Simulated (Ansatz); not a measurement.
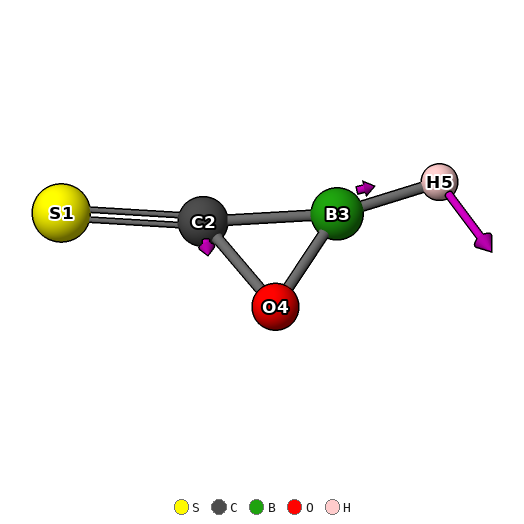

The arrows show one normal mode. Harmonic vibrations computed with RKS PBE0-D4/def2-TZVP (Ansatz 0.2.0) at a stationary point of the same level.

Question: Estimate its harmonic wavenumber.

Answer: 711 cm⁻¹; it is mode 4 of 9 counted from the lowest.
